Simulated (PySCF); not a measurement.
Dissociation curve of KH, singlet.

- RCCSD(T) = CCSD(T) on RHF/def2-TZVP, 5 core orbitals frozen in PySCF
- UKS-LDA (SVWN5) = PySCF with unrestricted LDA (SVWN5)/def2-TZVP
- UKS-r2SCAN = PySCF with unrestricted r2SCAN/def2-TZVP

Energies are in kJ/mol, each relative to the lowest point of its own curve near equilibrium.

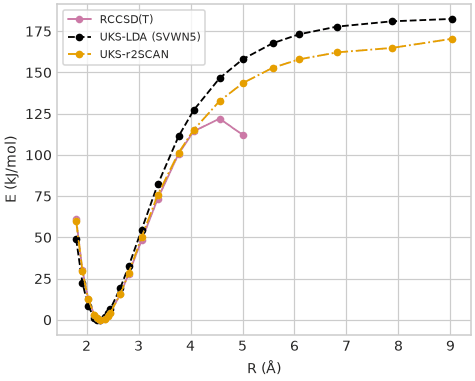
Fig. 1. Energy against bond length for each method.

```
R / Å  RCCSD(T)  UKS-LDA (SVWN5)  UKS-r2SCAN
-----  --------  ---------------  ----------
1.80       61.2             49.0        60.0
1.92       30.2             22.6        29.8
2.03       12.9              8.5        12.8
2.15        3.0              1.2         3.0
2.20        1.0              0.1         1.0
2.26        0.0              0.0         0.0
2.35        0.7              1.8         0.7
2.41        2.4              4.2         2.3
2.46        4.4              6.7         4.4
2.65       15.7             19.3        15.7
2.81       27.8             32.5        28.2
3.06       48.4             54.7        50.2
3.37       73.5             82.1        75.8
3.77      100.6            111.3       101.3
4.06      114.3            127.1       115.2
4.56      122.0            146.6       132.7
5.01      112.0            158.2       143.6
5.58          —            167.7       152.8
6.09          —            173.2       158.0
6.82          —            177.8       162.2
7.88          —            181.0       164.9
9.03          —            182.5       170.4
```

At the longest distance, 9.03 Å, UKS-LDA (SVWN5) lies highest above its minimum (182.5 kJ/mol) and UKS-r2SCAN lowest (170.4 kJ/mol).

A dash means that the run gave no value there, or that the column was ended at a point which the program doubted or which failed a test of continuity chosen for this set; such a test can also cut sound points.

The T1 diagnostic of CCSD on the restricted reference of RCCSD(T) exceeds 0.045 at 3.37 to 9.03 Å. The unrestricted determinant behind UKS-LDA (SVWN5) is spin-contaminated at 3.77 to 9.03 Å (<S²> up to 0.8, against 0.00 for a pure singlet). At the longest distance UKS-LDA (SVWN5) leaves fractional charges on the fragments, a sign of delocalisation error or of the restricted form. The unrestricted determinant behind UKS-r2SCAN is spin-contaminated at 3.37 to 9.03 Å (<S²> up to 1.0, against 0.00 for a pure singlet).
